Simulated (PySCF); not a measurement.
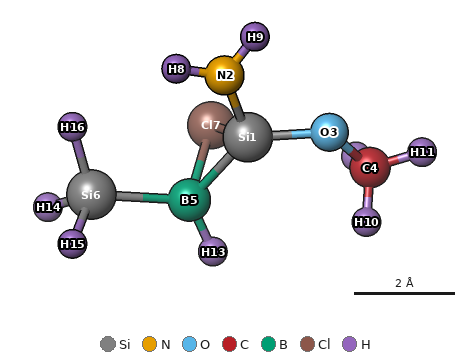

**Figure 1.** The input geometry (ball-and-stick view, seen at a tilt; atoms are numbered from 1 in the order of the input).

# CH₉BClNOSi₂: core-level calculation

The run: core-level calculation of CH₉BClNOSi₂. Method and program: delta-SCF UKS SCAN, pcX-2 on the ionised atom, pcseg-1 elsewhere, spin-free X2C (PySCF 2.14.0).

Figures and captions count atoms from 1; the log counts them from 0 in places.

**The program's output**
```
ground state, core basis on atom 0 (Si), 197 functions
  cycle   1  E = -1239.95242094  |g| = 7.37e-01
  cycle   2  E = -1239.72813928  |g| = 1.29e+00
  cycle   3  E = -1240.05742487  |g| = 1.99e-01
  cycle   4  E = -1240.06637354  |g| = 6.38e-02
  cycle   5  E = -1240.06735625  |g| = 1.66e-02
  cycle   6  E = -1240.06740993  |g| = 7.70e-03
  cycle   7  E = -1240.06742836  |g| = 1.45e-03
  cycle   8  E = -1240.06743086  |g| = 4.33e-04
  E(ground) = -1240.10565404 Eh
hole in Si 2p of atom 0
  cycle   1  E = -1235.74786770  |g| = 1.25e+00
  cycle   2  E = -1234.44844306  |g| = 1.73e+00
[... 9 cycles left out ...]
  E(ion) = -1236.12963434 Eh   <S^2> = 0.7530   hole on atom = 1.003   binding energy = 108.193 eV
  2p3/2 = 107.888 eV   2p1/2 = 108.523 eV
ground state, core basis on atom 1 (N), 186 functions
[... 7 cycles left out ...]
  E(ground) = -1240.05193062 Eh
hole in N 1s of atom 1
[... 11 cycles left out ...]
  E(ion) = -1225.15313671 Eh   <S^2> = 0.7642   hole on atom = 1.000   binding energy = 405.417 eV
ground state, core basis on atom 2 (O), 186 functions
[... 6 cycles left out ...]
  E(ground) = -1240.06940678 Eh
hole in O 1s of atom 2
[... 11 cycles left out ...]
  E(ion) = -1220.27675166 Eh   <S^2> = 0.7626   hole on atom = 1.000   binding energy = 538.586 eV
ground state, core basis on atom 4 (B), 186 functions
[... 6 cycles left out ...]
  E(ground) = -1240.03297760 Eh
hole in B 1s of atom 4
[... 13 cycles left out ...]
  E(ion) = -1232.87110329 Eh   <S^2> = 0.7912   hole on atom = 1.000   binding energy = 194.885 eV
ground state, core basis on atom 6 (Cl), 197 functions
[... 7 cycles left out ...]
  E(ground) = -1240.20812445 Eh
hole in Cl 2p of atom 6
  cycle   1  E = -1232.08423464  |g| = 1.72e+00
  cycle   2  E = -1231.96079793  |g| = 1.37e+00
  cycle   3  E = -1232.49685820  |g| = 3.53e-01
  cycle   4  E = -1232.54997476  |g| = 2.18e-01
  cycle   5  E = -1232.56920466  |g| = 7.72e-02
  cycle   6  E = -1232.57224804  |g| = 1.68e-02
  cycle   7  E = -1232.57231019  |g| = 1.31e-02
  cycle   8  E = -1232.57238350  |g| = 2.34e-03
  cycle   9  E = -1232.57238702  |g| = 5.23e-04
  cycle  10  E = -1232.57238867  |g| = 2.71e-04
  E(ion) = -1232.64394885 Eh   <S^2> = 0.7526   hole on atom = 1.001   binding energy = 205.832 eV
  2p3/2 = 205.257 eV   2p1/2 = 206.911 eV
```

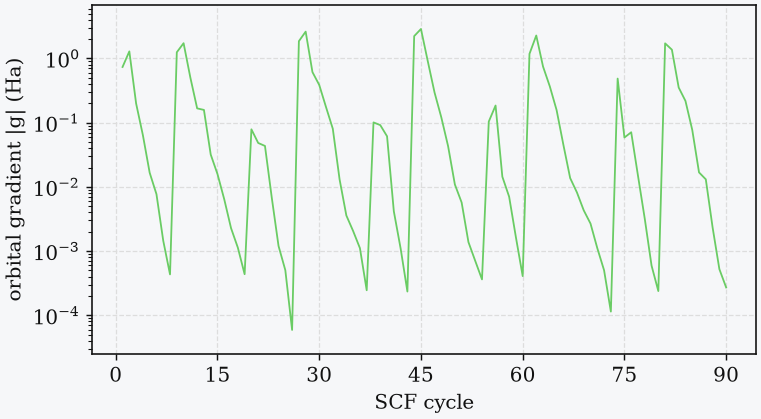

**Figure 2.** Convergence of the self-consistent field: orbital gradient |g| against the SCF cycle. All cycles printed in the log are drawn one after another.

The run was set up as follows.

**The input**
```
{"job": {"kind": "xps", "holes": 5}, "charge": 0, "multiplicity": 1}
Si    -0.454193     0.059152     0.539635
N     -0.288067    -0.493739     2.120911
O     -2.043157     0.425819     0.368190
C     -2.685865     0.738740    -0.846035
B      0.953607     0.220822    -0.771779
Si     2.819555    -0.230174    -0.182675
Cl    -0.039651    -1.561675    -1.152947
H      0.614069    -0.745968     2.505364
H     -1.076584    -0.791533     2.682917
H     -2.274654     1.656944    -1.297609
H     -3.752798     0.899300    -0.637206
H     -2.583062    -0.083486    -1.572967
H      0.779936     0.952219    -1.717311
H      3.612450    -0.936178    -1.239445
H      3.578297     1.003764     0.210842
H      2.822090    -1.126606     1.026136
```

The first line tells a small driver script what to run in PySCF; the rest is the geometry in Å.

Launched with:
```bash
OMP_NUM_THREADS=1 python <driver script> task.json out
```

**Summary**

- outcome: converged
- hardware: 1 CPU thread, shared host
- wall time: 56 s
- peak memory: 0.7 GiB
